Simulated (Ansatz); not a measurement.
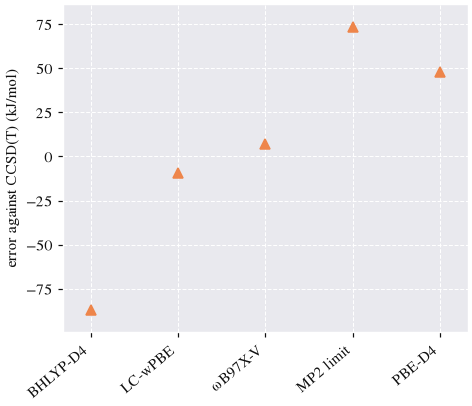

Error in the electronic atomisation energy (method less reference, so positive means overbinding) of SiNH₂ClF, SMILES N[Si](F)Cl, doublet: functionals in def2-TZVPP against frozen-core CCSD(T) at the limit (MP2 extrapolated from triple and quadruple zeta, plus CCSD(T) less MP2 in a smaller set), which gives 2098.9 kJ/mol, at a PBE0-D4/def2-TZVP geometry (a minimum by its frequencies), no zero-point or spin-orbit term, the Ansatz code 0.2.0. The reference leaves out core correlation, a term that grows with the number of heavy atoms. No dispersion term is added to LC-wPBE. Limit means the basis limit.

### What range do the values span?

From −86.9 kJ/mol (BHLYP-D4) to 73.5 kJ/mol (MP2 limit).

### Give the values.

| level | kJ/mol |
| --- | --- |
| BHLYP-D4 | −86.9 |
| LC-wPBE | −9.3 |
| ωB97X-V | 7.1 |
| MP2 limit | 73.5 |
| PBE-D4 | 48.0 |
